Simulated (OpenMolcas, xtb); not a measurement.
## How methods differ on GaSiH3F2 (SMILES [F][Ga]([F])[SiH3])

The species is GaSiH3F2 (7 atoms), meant as a singlet with charge 0. As SMILES, `[F][Ga]([F])[SiH3]`. The coordinates come from a PBE0-D4/def2-TZVP relaxation.

Each level gives the dipole moment (D). The values are calculated.

```tsv
level	kind	program	value (D)	CPU time
GFN1-xTB	semi-empirical	xtb	5.16	under 2 s
HF/6-31G* (spherical functions)	Hartree–Fock	OpenMolcas	3.66	13 s
SVWN5/6-31G* (spherical functions)	LDA	OpenMolcas	3.46	23 s
revPBE/6-31G* (spherical functions)	GGA	OpenMolcas	3.23	31 s
r2SCAN/6-31G* (spherical functions)	meta-GGA	OpenMolcas	3.40	33 s
BHLYP/6-31G* (spherical functions)	global hybrid	OpenMolcas	3.65	27 s
```

All-electron rows without a relativistic Hamiltonian named are non-relativistic. The values span 3.23 to 5.16 D. Magnitudes only. Times are those of the runs behind each value, whatever else they computed, on shared processors of several kinds: orders of magnitude only.

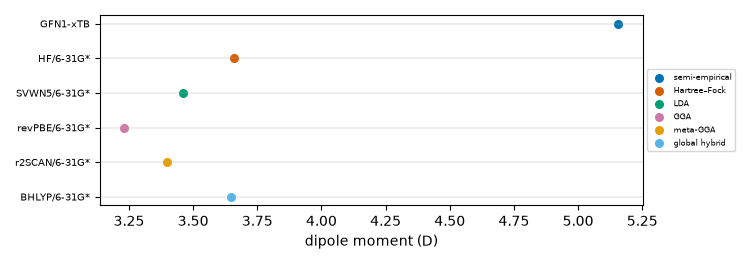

The values of the table, level by level.
